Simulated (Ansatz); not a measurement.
**AlClH$_{3}$Si (charge −1): density, localisation and related maps**

Input

```
crystal:
  periodic: [false, false, false]
  atoms:
    - { symbol: Si, position_ang: [-0.38986, -0.34696, -1.53061] }
    - { symbol: Al, position_ang: [0.70055, -0.17116, 0.54489] }
    - { symbol: Cl, position_ang: [0.06634, 0.83606, 2.35096] }
    - { symbol: H, position_ang: [-0.17051, -1.85936, -1.69554] }
    - { symbol: H, position_ang: [0.82431, 0.05962, -2.38107] }
    - { symbol: H, position_ang: [2.12764, -0.68285, 1.23535] }
total_charge: -1
basis:
  gaussian: { orbitals: def2-TZVP }
hamiltonian:
  xc: pbe0
  dispersion: d4
relax:
  f_tol: 0.015
  max_steps: 40
output:
  orbitals: {}
```

Run with:

```sh
ansatz run input.yaml --threads 2 --pin off --max-ram 3072MiB --backend cpu --events-out ev --progress --plain --runs-dir out
```

The fields are those of the relaxed geometry.

These are results of Ansatz, RKS PBE0-D4/def2-TZVP, not measurements.

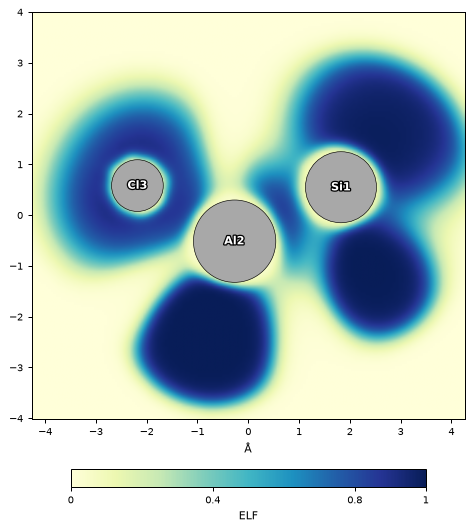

Figure 1. ELF on the plane of atoms Si1, Al2 and Cl3. Grey discs cover the atomic cores.

Describe what can be read from this map.

Answer.
- The section cuts through Si, Al and Cl sites.
- Al–Cl (2.20 Å): the ELF peaks at about 0.85 in the valence shell of Cl, 0.9 Å from its nucleus, and is about 0.80 at the midpoint.
- Al–Si (2.35 Å): the ELF peaks at about 0.80 in the valence shell of Si, 1.2 Å from its nucleus, and is about 0.80 at the midpoint.
- The ELF also peaks beside Cl3 and Si1, away from the bonds: lone-pair regions.

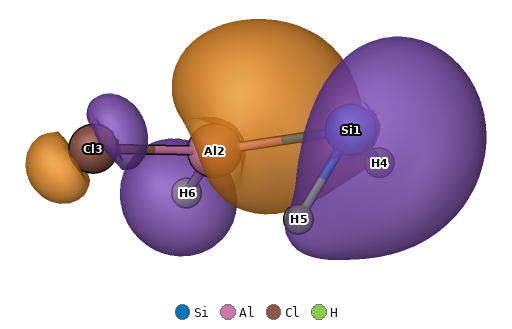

Figure 2. The HOMO at ±0.08 Å⁻³ᐟ² (orange and purple are the two phases), seen from one side.

Describe this orbital and give its energy.

Answer. Its weight (Hirshfeld) is mainly on Si1 (about 55 %), Al2 (about 25 %) and H6 (about 5 %). Its energy is −1.16 eV.
